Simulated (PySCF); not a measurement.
CHF$_{3}$W (charge +1, doublet)

```xyz
6

W     0.0198   -0.1051   -0.6178
C     0.1677   -0.1910    1.2121
H     0.2352   -0.2052    2.3179
F     1.7624    0.0915   -1.1306
F    -0.8884    1.4630   -0.9197
F    -1.0522   -1.5402   -0.9768
```

Geometry: BP86-D3(BJ)/def2-SVP; core potentials replace the inner electrons of W.

Computed with DFT single point, gas phase, functional r2SCAN in PySCF.

**What will maps of the electron density, electron localisation function and spin density show?**

W–F (1.83 Å): ρ at the midpoint is about 1.2 e/Å³; the ELF peaks at about 0.85 in the valence shell of F, 0.5 Å from its nucleus, and drops to about 0.25 between the two atoms.
C–W (1.84 Å): ρ at the midpoint is about 1.4 e/Å³; the ELF peaks at about 0.85 in the valence shell of C, 0.6 Å from its nucleus, and is about 0.40 at the midpoint.
C–H (1.11 Å): ρ at the midpoint is about 2 e/Å³; the ELF climbs to about 1 towards the hydrogen, as it does in any bond to H; a covalent bond by its length.
The unpaired spin (1 electron) lies mostly on C2 (about 0.6) and W1 (about 0.2), in electrons by Hirshfeld's partition.

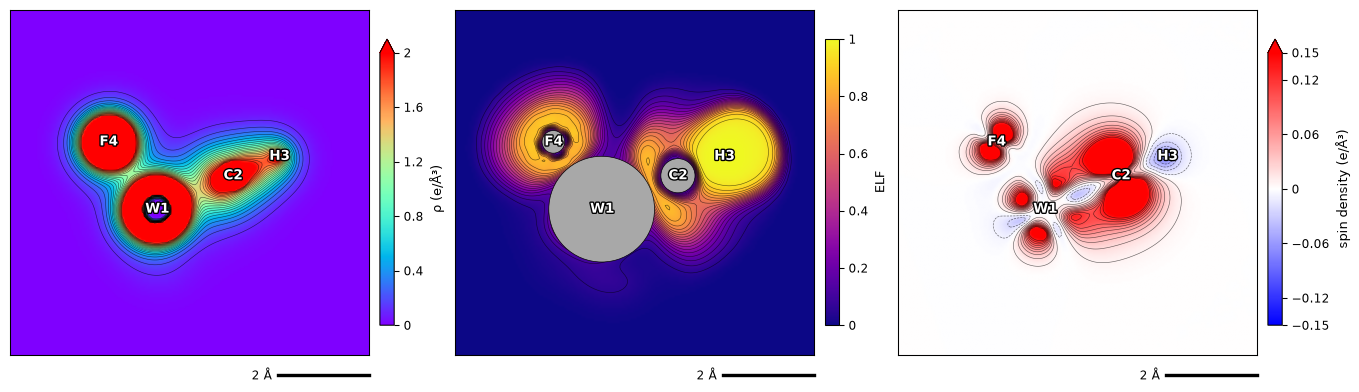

Computed electron density, electron localisation function and spin density on the plane of atoms C2, W1 and F4, in this order. Grey discs cover the atomic cores in the ELF map. 
